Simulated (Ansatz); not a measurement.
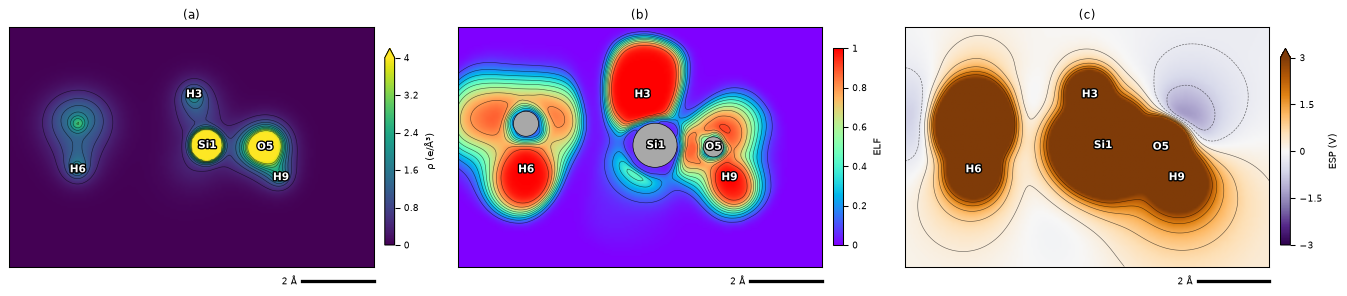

BrH3OSi···H2S. (a) electron density; (b) electron localisation function; (c) electrostatic potential on the plane of atoms Si1, O5 and H9. Grey discs cover the atomic cores in the ELF map.

The product side of a reaction path; geometry: PBE0-D4/def2-TZVP; a saddle point, not a minimum.

Level of theory: RKS PBE0-D4/def2-TZVPP (Ansatz 0.2.0).

The calculation's input:

```
crystal:
  periodic: [false, false, false]
  atoms:
    - {symbol: Si, position_ang: [-0.531252, -0.262757, -0.783473]}
    - {symbol: S, position_ang: [0.952064, -0.206723, 2.595244]}
    - {symbol: H, position_ang: [-1.534964, -0.241381, 0.292870]}
    - {symbol: H, position_ang: [0.531645, -1.273745, -0.597985]}
    - {symbol: O, position_ang: [-1.364970, -0.498684, -2.170308]}
    - {symbol: H, position_ang: [1.972621, 0.276571, 1.870988]}
    - {symbol: Br, position_ang: [0.507331, 1.714813, -0.842833]}
    - {symbol: H, position_ang: [0.350646, 0.991683, 2.634359]}
    - {symbol: H, position_ang: [-0.882922, -0.499776, -2.998861]}
basis:
  gaussian: {orbitals: def2-TZVPP}
hamiltonian: {xc: pbe0, dispersion: d4}
output: {orbitals: {seedname: orbitals}}
```

Run with:

```sh
ansatz run in.yaml --threads 8 --pin off --events-out ev --progress --plain --max-ram 19148MiB
```

**Describe what can be read from this map.**

The plane passes through Si, H and O nuclei.
Si–O (1.64 Å): ρ at the midpoint is about 1.2 e/Å³; the ELF peaks at about 0.85 between the atoms; a polar covalent bond.
O–H (0.96 Å): ρ at the midpoint is about 3.8 e/Å³; the ELF climbs to about 1 towards the hydrogen, as it does in any bond to H: a covalent bond by its length.
Si–H (1.47 Å): ρ at the midpoint is about 0.85 e/Å³; the ELF climbs to about 1 towards the hydrogen.
The ELF also peaks beside O5, away from the bonds: lone-pair regions.
Outside the dense part of the complex the potential is most negative (−1.4 V) near O5.
